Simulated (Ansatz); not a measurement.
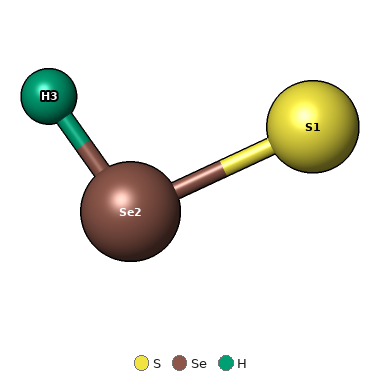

The system is HSSe, SMILES [S][SeH], spin multiplicity 2; the picture shows the reference structure. 
- First axis: angle S1–Se2–H3 (carried through 180). Second axis: change of the bonds Se2–S1, Se2–H3, all alike.
- Nothing is relaxed (all other coordinates rigid).
- The grid has 15 × 15 points; 120 points were computed and 105 follow by symmetry.
- Points are written as (first, second).
- Energies are in kJ/mol, from the lowest grid point.
- Energies and slopes of some neighbouring points disagree (a jump in structure or state, or too coarse a mesh). In part of the range the unrestricted reference is strongly spin-contaminated.
- Theory: UKS B3LYP-D4/def2-TZVP (Ansatz 0.2.0).

Its coordinates:

| atom | x (Å) | y (Å) | z (Å) |
| --- | --- | --- | --- |
| S | 1.1279 | -0.9761 | 0.5148 |
| Se | -0.6446 | -0.2416 | -0.3786 |
| H | -0.4833 | 1.2178 | -0.1362 |

Range: angle S1–Se2–H3 (carried through 180) from 82.4 to 277.6°; change of the bonds Se2–S1, Se2–H3, all alike from −0.198 to 0.306 Å.

> What landscape does the calculation give?

The lowest grid point is at (96.4°, 0.018 Å). The same energy is found at (263.6°, 0.018 Å). The highest grid point, (180.0°, −0.198 Å), lies 407 kJ/mol above the lowest.

```tsv
second ↓, first →	82.4	96.4	110.3	124.2	138.2	152.1	166.1	180.0	193.9	207.9	221.8	235.8	249.7	263.6	277.6
0.306	124	112	119	145	186	239	281	296	281	239	186	145	119	112	124
0.270	104	91	99	125	167	223	270	287	270	223	167	125	99	91	104
0.234	86	72	79	106	150	209	261	279	261	209	150	106	79	72	86
0.198	69	54	61	89	135	196	253	273	253	196	135	89	61	54	69
0.162	54	38	45	73	121	184	246	269	246	184	121	73	45	38	54
0.126	42	24	31	60	109	175	242	268	242	175	109	60	31	24	42
0.090	32	12	19	49	100	168	241	271	241	168	100	49	19	12	32
0.054	25	4	11	41	94	164	241	276	241	164	94	41	11	4	25
0.018	23	0	6	37	91	163	245	284	245	163	91	37	6	0	23
−0.018	25	0	6	38	93	167	252	292	252	167	93	38	6	0	25
−0.054	33	6	11	43	100	176	263	304	263	176	100	43	11	6	33
−0.090	47	18	22	55	113	190	278	321	278	190	113	55	22	18	47
−0.126	70	38	41	74	133	212	299	343	299	212	133	74	41	38	70
−0.162	101	67	69	102	162	241	327	372	327	241	162	102	69	67	101
−0.198	143	106	107	140	200	280	365	407	365	280	200	140	107	106	143
```

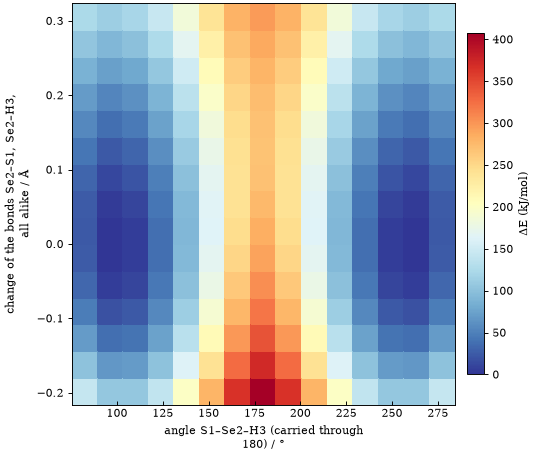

In the figure: one coloured cell a grid point.

The whole map (120 points run) took 11 min on 1 thread of Intel(R) Xeon(R) 6975P-C (Granite Rapids), with other jobs on the host.
